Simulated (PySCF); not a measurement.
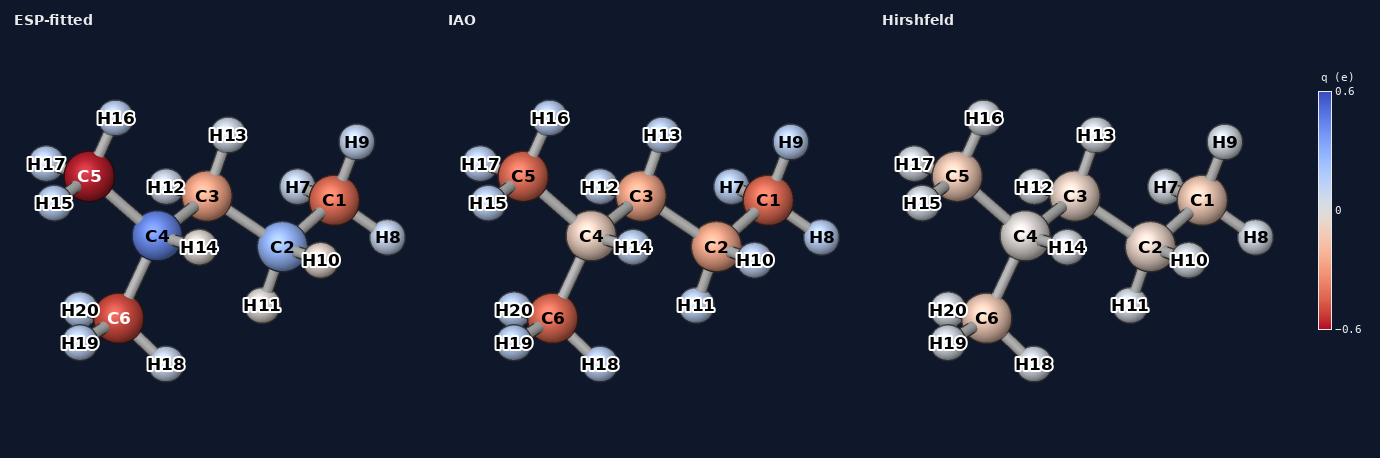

Atomic charges of one calculation by 3 schemes, on one colour scale. The computed structure is the end point of a GFN2-xTB optimisation. No frequency run is at hand to confirm it as a minimum. Method: PBE0/pcSseg-1 (PySCF 2.14.0).

**On which atom do the schemes disagree most?**

On C2 (from −0.25 to 0.26 e); C4 (from −0.09 to 0.42 e).

List the charges (e), one line for each set of equivalent atoms.

```
atom  ESP-fitted    IAO  Hirshfeld
  C1       −0.41  −0.41      −0.12
  C2        0.26  −0.25      −0.07
  C3       −0.26  −0.25      −0.07
  C4        0.42  −0.09      −0.02
  C5       −0.57  −0.42      −0.12
  C6       −0.50  −0.42      −0.12
  H7        0.09   0.14       0.04
  H8        0.09   0.14       0.04
  H9        0.10   0.13       0.04
 H10       −0.04   0.13       0.03
 H11       −0.01   0.13       0.03
 H12        0.06   0.12       0.03
 H13        0.05   0.12       0.03
 H14       −0.03   0.12       0.03
 H15        0.14   0.14       0.04
 H16        0.13   0.14       0.04
 H17        0.13   0.13       0.04
 H18        0.09   0.14       0.04
 H19        0.12   0.14       0.04
 H20        0.13   0.13       0.04
```
